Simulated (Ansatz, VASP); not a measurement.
# Cross-check of AsP between VASP and Ansatz

Wanted: the spread between two codes on one cell, functional and k mesh. The cell is generated by rule, not measured, and may not be a known phase. The cell is taken from a series of VASP runs on this material, whose earlier steps may have relaxed, scaled or displaced it; both programs get it as it stands. Valence electrons are named where the data sets of a main pair hold unlike numbers.

Program: Ansatz 0.2.0. Level of theory: plane waves, with VASP 6.6.1 beside it; band structure at PBEsol, spin-orbit coupling. Results are calculated unless marked as measured.

The structure was built from a prototype and need not be the compound's stable phase.

### 1. Starting point

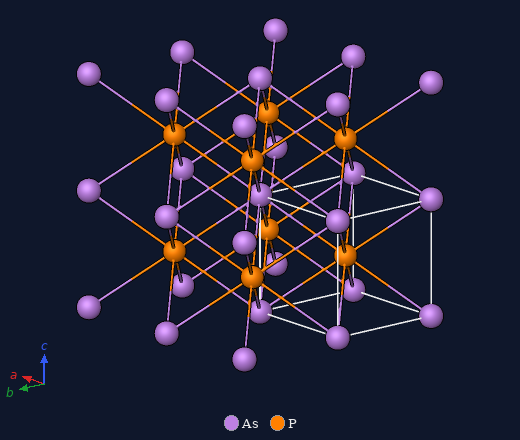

The starting structure, seen from a free direction (arsenic purple, phosphorus orange). 2×2×2 cells are drawn. Some periodic images of atoms are drawn too.

Structure file:

```
As P
1.0
     3.21295    0.00000    0.00000
     0.00000    3.21295    0.00000
     0.00000    0.00000    3.21295
As P
1 1
Direct
  0.00000 0.00000 0.00000
  0.50000 0.50000 0.50000
```

### 2. VASP: band structure, PBEsol, spin-orbit coupling

With cell and atoms fixed, the geometry can't cause a difference; cores, projectors, grids and the points listed under the comparison can.

Lines of VASP's logs that name or quote its potential files are left out, and so is its time.

File INCAR:

```
SYSTEM = AsP
PREC = Accurate
ENCUT = 400
EDIFF = 1E-06
NELM = 100
ISMEAR = 0
SIGMA = 0.02
LREAL = .FALSE.
ALGO = Normal
GGA = PS
LNONCOLLINEAR = .TRUE.
MAGMOM = 0 0 0 0 0 0
NBANDS = 22
GGA_COMPAT = .FALSE.
LASPH = .TRUE.
LSORBIT = .TRUE.
LORBIT = 11
LWAVE = .FALSE.
LCHARG = .FALSE.
KPAR = 4
ISIF = 2
```

File POSCAR:

```
AsP
1.0
    3.2129500000      0.0000000000      0.0000000000
    0.0000000000      3.2129500000      0.0000000000
    0.0000000000      0.0000000000      3.2129500000
As P
1 1
Direct
    0.0000000000      0.0000000000      0.0000000000
    0.5000000000      0.5000000000      0.5000000000
```

File KPOINTS:

```
Automatic mesh
0
Gamma
8 8 8
0 0 0
```

File KPOINTS_OPT:

```
Line mode
16
Line-mode
Reciprocal
  0.00000000   0.00000000   0.00000000 GAMMA
  0.00000000   0.50000000   0.00000000 X

  0.00000000   0.50000000   0.00000000 X
  0.50000000   0.50000000   0.00000000 M

  0.50000000   0.50000000   0.00000000 M
  0.00000000   0.00000000   0.00000000 GAMMA

  0.00000000   0.00000000   0.00000000 GAMMA
  0.50000000   0.50000000   0.50000000 R

  0.50000000   0.50000000   0.50000000 R
  0.00000000   0.50000000   0.00000000 X

  0.50000000   0.50000000   0.00000000 M
  0.50000000   0.50000000   0.50000000 R
```

Potentials, in the order of the species: As and P (PBE family, release 64).

Launch:

```sh
> mpirun -np 4 vasp_ncl
```

Numbers of over 12 decimals in the logs are rounded to 6 here.

The log of the run:

```text
[banner, memory and clock lines left out]
running    4 mpi-ranks, on    1 nodes
 distrk:  each k-point on    1 cores,    4 groups
 distr:  one band on    1 cores,    1 groups

 POSCAR found type information on POSCAR AsP
 POSCAR found :  2 types and       2 ions
|                                                                             |
|               ----> ADVICE to this user running VASP <----                  |
|                                                                             |
|     You enforced a specific xc type in the INCAR file but a different       |
|     [... a line on the potential file left out ...]
|     I HOPE YOU KNOW WHAT YOU ARE DOING!                                     |
|                                                                             |

 LDA part: xc-table for (Slater+PW92), standard interpolation
 POSCAR, INCAR and KPOINTS ok, starting setup
 FFT: planning ... GRIDC
 FFT: planning ... GRID_SOFT
 FFT: planning ... GRID
 WAVECAR not read
 entering main loop
       N       E                     dE             d eps       ncg     rms          rms(c)
DAV:   1     0.193108934067E+02    0.19311E+02   -0.35194E+03  1540   0.640E+02
DAV:   2    -0.868600667117E+01   -0.27997E+02   -0.26805E+02  2040   0.120E+02
DAV:   3    -0.988061372737E+01   -0.11946E+01   -0.11696E+01  1916   0.212E+01
DAV:   4    -0.988686831987E+01   -0.62546E-02   -0.62519E-02  1838   0.186E+00
DAV:   5    -0.988690426432E+01   -0.35944E-04   -0.35942E-04  1860   0.142E-01    0.394E+00
DAV:   6    -0.986338450052E+01    0.23520E-01   -0.28736E-02  1794   0.998E-01    0.230E+00
DAV:   7    -0.985801743400E+01    0.53671E-02   -0.12212E-02  1798   0.628E-01    0.669E-01
DAV:   8    -0.985763175940E+01    0.38567E-03   -0.11038E-03  1856   0.197E-01    0.880E-02
DAV:   9    -0.985763162994E+01    0.12946E-06   -0.33849E-05  1860   0.379E-02    0.534E-02
DAV:  10    -0.985763317674E+01   -0.15468E-05   -0.81082E-06  1792   0.175E-02    0.108E-02
DAV:  11    -0.985763298091E+01    0.19583E-06   -0.99528E-07  1558   0.691E-03
   1 F= -.98576330E+01 E0= -.98574025E+01  d E =-.461009E-03  mag=    -0.0000     0.0000    -0.0000
 Start KPOINTS_OPT (optional k-point list driver)
k-point batch [1-35\96]
       N       E                     dE             ncg
DAV:   1     0.186348352526E+04   -0.54892E+04     1540
DAV:   2     0.812584213771E+03   -0.10509E+04     2126
DAV:   3     0.763586660661E+03   -0.48998E+02     1824
DAV:   4     0.763300023212E+03   -0.28664E+00     1950
DAV:   5     0.763298117556E+03   -0.19057E-02     1838
DAV:   6     0.763298093817E+03   -0.23739E-04     1952
DAV:   7     0.763298093532E+03   -0.28486E-06     1522
[...]
k-point batch [71-96\96]
       N       E                     dE             ncg
DAV:   1     0.482180406169E+04   -0.78257E+04     1144
DAV:   2     0.412408213696E+04   -0.69772E+03     1568
DAV:   3     0.409314759609E+04   -0.30935E+02     1326
DAV:   4     0.409299763072E+04   -0.14997E+00     1422
DAV:   5     0.409299675227E+04   -0.87846E-03     1356
DAV:   6     0.409299674413E+04   -0.81365E-05     1434
DAV:   7     0.409299674405E+04   -0.83363E-07      996
```

Parts of OUTCAR (step 2):

```text
ion  position               nearest neighbor table
   1  0.000  0.000  0.000-   2 2.78   2 2.78   2 2.78   2 2.78   2 2.78   2 2.78   2 2.78   2 2.78

  LATTYP: Found a simple cubic cell.
 ALAT       =     3.2129500000

 Subroutine GETGRP returns: Found 48 space group operations
 (whereof 48 operations were pure point group operations)

The static configuration has the point symmetry O_h .

 Found     35 irreducible k-points:

   k-points           NKPTS =     35   k-points in BZ     NKDIM =     35   number of bands    NBANDS=     22

   dimension x,y,z NGX =    24 NGY =   24 NGZ =   24
   dimension x,y,z NGXF=    48 NGYF=   48 NGZF=   48

   ENCUT  =  400.0 eV  29.40 Ry    5.42 a.u.   5.24  5.24  5.24*2*pi/ulx,y,z

   NELECT =      10.0000    total number of electrons

 k-points in reciprocal lattice and weights: Automatic mesh
   0.00000000  0.00000000  0.00000000       0.002
   0.12500000  0.00000000  0.00000000       0.012
   0.25000000  0.00000000  0.00000000       0.012
   0.37500000  0.00000000  0.00000000       0.012
   0.50000000  0.00000000  0.00000000       0.006
   0.12500000  0.12500000  0.00000000       0.023
   0.25000000  0.12500000  0.00000000       0.047
   0.37500000  0.12500000  0.00000000       0.047
   0.50000000  0.12500000  0.00000000       0.023
[...]
0.50000000  0.50000000  0.37500000       0.012
   0.50000000  0.50000000  0.50000000       0.002

 average (electrostatic) potential at core
       1 -47.2723       2 -81.3692

 E-fermi :   7.6914

 k-point     1 :       0.0000    0.0000    0.0000
  band No.  band energies     occupation
    ...
      6       5.3873      1.00000
      7       5.5719      1.00000
      8       5.5719      1.00000
      9       5.5719      1.00000
     10       5.5719      1.00000
     11      11.0312      0.00000
     12      11.0312      0.00000
     13      11.0312      0.00000
     14      11.0312      0.00000
     15      14.1558      0.00000
    ...

 k-point     2 :       0.1250    0.0000    0.0000
  band No.  band energies     occupation
    ...
      6       5.5018      1.00000
      7       5.6906      1.00000
      8       5.6906      1.00000
      9       5.7769      1.00000
     10       5.7769      1.00000
     11      11.2454      0.00000
     12      11.2454      0.00000
     13      12.4669      0.00000
     14      12.4669      0.00000
     15      13.4550      0.00000
    ...

 k-point     3 :       0.2500    0.0000    0.0000
  band No.  band energies     occupation
    ...
      6       5.9876      1.00000
      7       6.2783      1.00000
      8       6.2783      1.00000
      9       6.3863      1.00000
     10       6.3863      1.00000
     11      11.7614      0.00000
     12      11.7614      0.00000
     13      11.8847      0.00000
     14      11.8847      0.00000
     15      12.0977      0.00000
    ...

  Total       -0.7472001     -0.7472001     -0.7472001      0.0000000     -0.0000000      0.0000000
  in kB      -36.0940482    -36.0940482    -36.0940482      0.0000000     -0.0000000      0.0000000
  external PRESSURE =     -36.0940482 kB  Pullay stress =       0.0000000 kB

  energy-cutoff  :      400.00
  volume of cell :       33.17
      direct lattice vectors                 reciprocal lattice vectors
     3.212950000  0.000000000  0.000000000     0.311240449  0.000000000  0.000000000
     0.000000000  3.212950000  0.000000000     0.000000000  0.311240449  0.000000000
     0.000000000  0.000000000  3.212950000     0.000000000  0.000000000  0.311240449

 POSITION                                       TOTAL-FORCE (eV/Angst)
 -----------------------------------------------------------------------------------
      0.00000      0.00000      0.00000         0.000000      0.000000      0.000000
      1.60648      1.60648      1.60648         0.000000      0.000000      0.000000
 -----------------------------------------------------------------------------------
    total drift:                               -0.000000     -0.000000     -0.000000

  FREE ENERGIE OF THE ION-ELECTRON SYSTEM (eV)
  ---------------------------------------------------
  free  energy   TOTEN  =        -9.8576329809 eV

  energy  without entropy=       -9.8571719722  energy(sigma->0) =       -9.85740248

 Spin-Orbit-Coupling matrix elements
 Ion:    1  E_soc:     -0.0244447
 Ion:    2  E_soc:     -0.0009957

 total charge
# of ion       s       p       d       tot
------------------------------------------
    1        1.336   1.212   0.069   2.618
    2        1.141   1.186   0.000   2.327
--------------------------------------------------
tot          2.477   2.399   0.069   4.945

 magnetization (x)
# of ion       s       p       d       tot
------------------------------------------
    1        0.000   0.000   0.000   0.000
    2        0.000   0.000   0.000   0.000
--------------------------------------------------
tot          0.000   0.000   0.000   0.000

 magnetization (y)
# of ion       s       p       d       tot
------------------------------------------
    1       -0.000  -0.000   0.000  -0.000
    2        0.000  -0.000   0.000  -0.000
--------------------------------------------------
tot          0.000  -0.000   0.000  -0.000

 magnetization (z)
# of ion       s       p       d       tot
------------------------------------------
    1       -0.000   0.000   0.000  -0.000
    2       -0.000   0.000   0.000   0.000
--------------------------------------------------
tot         -0.000   0.000   0.000  -0.000

[... 3 further parts left out ...]
```

The k-mesh is coarse for a metal. The PAW data sets were made with PBE, which is usual practice but a small mismatch for other functionals.

### 3. Ansatz: band structure, PBEsol, spin-orbit coupling

Ansatz runs on its fully relativistic PAW (standard-fr) files.

The same cell, functional, mesh and smearing now go to Ansatz, which takes its cutoff from its data sets.

File input.yaml:

```yaml
crystal:
  lattice:
    - [3.21295, 0.0, 0.0]
    - [0.0, 3.21295, 0.0]
    - [0.0, 0.0, 3.21295]
  atoms:
    - { symbol: As, position: [0.0, 0.0, 0.0] }
    - { symbol: P, position: [0.5, 0.5, 0.5] }
hamiltonian:
  xc: pbesol
  pseudopotentials: { kind: paw_fr }
magnetization:
  noncollinear: true
  spin_orbit: true
kpoints:
  mp_grid: { grid: [8, 8, 8] }
  band_path:
    path:
      - [0.0, 0.0, 0.0]
      - [0.0, 0.1, 0.0]
      - [0.0, 0.2, 0.0]
      - [0.0, 0.3, 0.0]
      - [0.0, 0.43333, 0.0]
      - [0.0, 0.5, 0.0]
      - [0.1, 0.5, 0.0]
      - [0.2, 0.5, 0.0]
      - [0.33333, 0.5, 0.0]
      - [0.43333, 0.5, 0.0]
      - [0.5, 0.5, 0.0]
      - [0.36667, 0.36667, 0.0]
      - [0.26667, 0.26667, 0.0]
      - [0.16667, 0.16667, 0.0]
      - [0.06667, 0.06667, 0.0]
      - [0.03333, 0.03333, 0.03333]
      - [0.13333, 0.13333, 0.13333]
      - [0.23333, 0.23333, 0.23333]
      - [0.33333, 0.33333, 0.33333]
      - [0.46667, 0.46667, 0.46667]
      - [0.46667, 0.5, 0.46667]
      - [0.36667, 0.5, 0.36667]
      - [0.23333, 0.5, 0.23333]
      - [0.13333, 0.5, 0.13333]
      - [0.03333, 0.5, 0.03333]
      - [0.5, 0.5, 0.03333]
      - [0.5, 0.5, 0.16667]
      - [0.5, 0.5, 0.26667]
      - [0.5, 0.5, 0.36667]
      - [0.5, 0.5, 0.5]
    npoints: 1
scf:
  occupations: { method: gaussian, width: 0.02 }
  n_extra_bands: 14
output:
  forces: true
  stress: true
  eigenvalues: true
```

Launch:

```sh
> ansatz run input.yaml --threads 2 --pin off --max-ram 4608MiB --backend cpu --events-out ev --progress --plain --runs-dir out
```

The log of the run:

```text
scf.n_extra_bands = 14 over 20 filled bands (N_el = 20.0): the run solves 34 bands
Engine: ansatz 0.2.0, aarch64-unknown-linux-gnu
Pseudopotentials: kind: paw_fr
Pseudopotential: As, paw_fr, valence charge 15, recommended cutoff 420 eV (normal), As.paw.azcp#standard-fr
Pseudopotential: P, paw_fr, valence charge 5, recommended cutoff 420 eV (normal), P.paw.azcp#standard-fr
Functional definition: PBEsol
  exchange = pbesol_x
  correlation = pbesol_c
non-collinear run that drives no moment, with spin-orbit: no starting moment large enough to seed its density (crystal.atoms[].spin), no starting occupations that ask for one, no magnetisation constraint and no magnetic field, so the semilocal B_xc is pinned to zero
Crystal: 2 atoms, lattice volume = 33.167 Å³
Basis set: ecut = 420 eV, 619 PW (Γ), exchange–correlation on 48×48×48 points (8 copies of the dense FFT grid, shifted against one another)
Bands: 34, of which v1, the nominal top of the filled ones, is band 20 counted from 1 (19 counted from 0)
Symmetry: 48 space group operations + 48 with time reversal
Magnetic group: BNS 221.93 (UNI 1595), of the structure as read, at distance tolerance 3.2e-5 Å
k-points: 35 of 512
Projection manifold: j_resolved (fully-relativistic pseudo-atomic orbitals)
Non-local potential: As, projectors of the file, l = 0: 2, l = 1: 4, l = 2: 6, l = 3: 2
Non-local potential: P, projectors of the file, l = 0: 2, l = 1: 4, l = 2: 4
PAW form: soft (Blöchl's): semilocal exchange-correlation on the pseudo side does not see the compensation charge
PAW frozen core: As, regenerated for the run's functional, and the local potential with it (the file was generated under x = pbe(κ = 0.804, μ = 0.219515), c = pbe(β = 0.066725))
PAW frozen core: P, regenerated for the run's functional, and the local potential with it (the file was generated under x = pbe(κ = 0.804, μ = 0.219515), c = pbe(β = 0.066725))
PAW one-centre angular grid: As, 590 points (default); XC on 64 Gauss nodes
PAW one-centre angular grid: P, 110 points (default); XC on 64 Gauss nodes
Initial density: superposition of atomic densities (chi_scale 0.1, normalization cell, long waves kept (reshape's long-wave potential 0.00 eV rms))
Initial wavefunctions: pseudopotential atomic-orbital guess
Functional: x = pbesol(κ = 0.804, μ = 0.123457), c = pbesol(β = 0.046)
SCF iter   1: F=—  HF=-5552.190680 eV  |F-HF|=—  |Δ(HF+E_count)|=         —  Δρ=1.65e-2  dr2=1.01e-1  dr2_m=0.00e0 (ungated)  ethr=3.10e-3  |M|=0.00e0 ∫|m|=0.00e0 μB  |m|>n=0.0e0 m-floor=0.0e0 τ_xc=0.0e0  β_m=0.30  ⟨swp⟩=8.8  Hψ=4337  notcnv=0  defer=34
preconditioner: auto → none  [metal: Δε(μ)=0.008 eV  Ē_g=13.302 eV  σ=0.020 eV  W_gap=0.22  n_scr=6 (ndim 8)  ℏωp=20.4 eV  f_vac=0.000  D(μ)=6.40/eV (n_scr^D=122)  sad-step TF]
SCF iter   2: F=—  HF=-5552.177418 eV  |F-HF|=—  |Δ(HF+E_count)|=   1.33e-2  Δρ=1.22e-2  dr2=4.80e-2  dr2_m=0.00e0 (ungated)  ethr=5.04e-4  |M|=0.00e0 ∫|m|=0.00e0 μB  |m|>n=0.0e0 m-floor=0.0e0 τ_xc=0.0e0  β_m=0.63  ⟨swp⟩=1.9  Hψ=794  notcnv=0  defer=230
SCF iter   3: F=—  HF=-5552.167896 eV  |F-HF|=—  |Δ(HF+E_count)|=   9.52e-3  Δρ=4.89e-3  dr2=1.71e-2  dr2_m=0.00e0 (ungated)  ethr=2.40e-4  |M|=0.00e0 ∫|m|=0.00e0 μB  |m|>n=0.0e0 m-floor=0.0e0 τ_xc=0.0e0  β_m=0.53  ⟨swp⟩=2.9  Hψ=746  notcnv=0  defer=242
SCF iter   4: F=—  HF=-5552.163935 eV  |F-HF|=—  |Δ(HF+E_count)|=   3.96e-3  Δρ=8.05e-4  dr2=3.28e-4  dr2_m=0.00e0 (ungated)  ethr=8.54e-5  |M|=0.00e0 ∫|m|=0.00e0 μB  |m|>n=0.0e0 m-floor=0.0e0 τ_xc=0.0e0  β_m=0.72  ⟨swp⟩=2.3  Hψ=659  notcnv=0  defer=256
SCF iter   5: F=—  HF=-5552.163812 eV  |F-HF|=—  |Δ(HF+E_count)|=   1.23e-4  Δρ=2.22e-4  dr2=1.88e-5  dr2_m=0.00e0 (ungated)  ethr=1.64e-6  |M|=0.00e0 ∫|m|=0.00e0 μB  |m|>n=0.0e0 m-floor=0.0e0 τ_xc=0.0e0  β_m=0.86  ⟨swp⟩=2.9  Hψ=845  notcnv=0  defer=260
SCF iter   6: F=—  HF=-5552.163805 eV  |F-HF|=—  |Δ(HF+E_count)|=   6.56e-6  Δρ=4.67e-5  dr2=6.59e-7  dr2_m=0.00e0 (ungated)  ethr=9.38e-8  |M|=0.00e0 ∫|m|=0.00e0 μB  |m|>n=0.0e0 m-floor=0.0e0 τ_xc=0.0e0  β_m=0.71  ⟨swp⟩=2.0  Hψ=826  notcnv=0  defer=260
SCF iter   7: F=-5552.163804 eV  HF=-5552.163804 eV  |F-HF|=9.95e-8  |Δ(HF+E_count)|=   1.61e-6  Δρ=8.59e-6  dr2=1.99e-8  dr2_m=0.00e0 (ungated)  ethr=5.00e-10  |M|=0.00e0 ∫|m|=0.00e0 μB  |m|>n=0.0e0 m-floor=0.0e0 τ_xc=0.0e0  ⟨swp⟩=9.9  Hψ=3197  notcnv=0
SCF 1 converged in 7 iterations: F = -5552.163804 eV  dr2 = 1.99e-8
  greatest PAW one-centre occupation: 0.999 electrons in one spin orbital (limit 2), on the As atom at site 0 (counted from 0), in its partial waves of l = 2
NSCF: frozen V_eff on 30 k-points
SCF converged after 7 iterations
Magnetization: |M| = 0.0000 μB,  M = (+0.0000, +0.0000, +0.0000) μB
Absolute magnetization: 0.0000 μB (∫|m|)
  site 0: m = (+0.0000, +0.0000, +0.0000) μB, |m| = 0.0000 μB  (R = 1.15 Å)
  site 1: m = (+0.0000, +0.0000, +0.0000) μB, |m| = 0.0000 μB  (R = 1.15 Å)
Free energy (F): -5552.163804 eV
Harris-Foulkes:  -5552.163804 eV  (|F-HF|=9.95e-8)
Internal energy: -5552.163332 eV  (E = F + TS)
E sigma→0 (E₀):  -5552.163568 eV
Entropy (-TS):   -0.000472 eV (-0.236 meV/atom)
Fermi energy:    11.721869 eV
--- Per-component energies (eV) ---
  E_band       = -186.238265
  E_kinetic    = 171.080797
  E_local      = -1681.712986  (includes V_loc(G=0)·N_el)
  E_nonlocal   = -634.379110
  E_hartree    = 937.071941
  E_xc         = -139.534941
  E_vxc        = -139.738196  (∫ρ·V_xc dr)
  E_paw        = -2346.641244  (= ΣΔE_a)
  E_vpaw       = 224.375476  (= ΣTr[D̂ρ^β])
  E_aug_tail   = 0.000012  (compensation charges beyond the density's cutoff)
  E_ewald      = -1859.063867
  E_core_change = 1.016066  (= ΣΔE_core)
  E_smearing   = -0.000472  (= −TS)
  E_closure    = -0.000000  (closes the sum)
  Σ components = -5552.163804   (vs F -5552.163804, Δ=0.00e0)
--- Forces (eV/Å), atoms counted from 1 ---
  atom   1  As    -0.00000000    -0.00000000    -0.00000000
  atom   2  P      0.00000000    -0.00000000     0.00000000
  max |Σ_I F_I| component: 9.47e-30 eV/Å
--- Stress (GPa, compression-positive) ---
       -3.795989      -0.000000       0.000000
        0.000000      -3.795989       0.000000
        0.000000       0.000000      -3.795989
  P = ⅓ Tr σ = -3.7960 GPa (-37.960 kbar)
--- Band table (eV; the first three rows and the last of 35) ---
  k-point 0: bands = [... 16 lower, 9.6085, 9.6085, 9.6085, 9.6085, 15.0584, 15.0584, 15.0584, 15.0584, ... 10 higher]
  k-point 1: bands = [... 16 lower, 9.7257, 9.7257, 9.8133, 9.8133, 15.2721, 15.2721, 16.4923, 16.4923, ... 10 higher]
  k-point 2: bands = [... 16 lower, 10.3123, 10.3123, 10.4222, 10.4222, 15.7879, 15.7879, 15.9092, 15.9092, ... 10 higher]
  k-point 34: bands = [... 16 lower, 8.2887, 8.2887, 8.3285, 8.3285, 8.3285, 8.3285, 8.3395, 8.3395, ... 10 higher]
```

Wall time 10 s (2 threads of Arm Neoverse N1, shared host); peak memory 0.43 GiB.

### 4. Side by side

Known differences besides the potentials themselves: spin-orbit coupling enters by fully relativistic files in Ansatz and inside the spheres in VASP; the data sets hold 20 valence electrons in Ansatz (on its fully relativistic PAW (standard-fr) files) and 10 in VASP; the cutoff is 420 eV in Ansatz and 400 eV in VASP; Ansatz makes its cores anew for this functional, VASP keeps those of its PBE data sets. Total energies have different zeros and are not compared.

The two programs side by side:

| quantity | Ansatz | VASP | difference |
| --- | --- | --- | --- |
| pressure (GPa) | -3.80 | -3.61 | -0.19 |

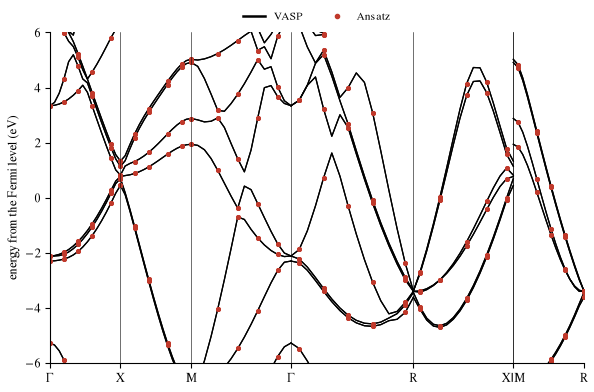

Bands from VASP (lines) and levels from Ansatz (dots). Dots without a line are higher empty bands that the VASP plot leaves out.

Levels from 3 eV below to 2 eV above the Fermi level differ by 5 meV r.m.s. and 9 meV at most; each VASP level is matched to the nearest of Ansatz, which flatters the figure a little.

### 5. Results

```yaml
r_m_s_difference_of_levels_near_the_fermi_level_band_structure_pbesol_spin_orbit_coupling: 4.6 meV
```

The r.m.s. difference of levels near the Fermi level is 4.6 meV (band structure, PBEsol, spin-orbit coupling), within the 80 meV picked in this series as the mark of a large difference. The data sets hold unlike numbers of valence electrons (20 in Ansatz and 10 in VASP), so part of the differences comes from the potentials. Such differences can come from data sets, numerical settings and the points named under the comparisons, not from the functional's error against experiment.

[Lines on the potential files, build, host, timing and source positions are cut from VASP's logs without a mark.]

[Logs are printed without paths, hosts, clocks, repeated set-up lines and the standing remarks that a program may print on its own settings, such as how far it seeks lower states.]

[Hosts, paths, dates, database ids (printed as entryN), source tags and the programs' standing remarks are cut or masked in the printed files.]
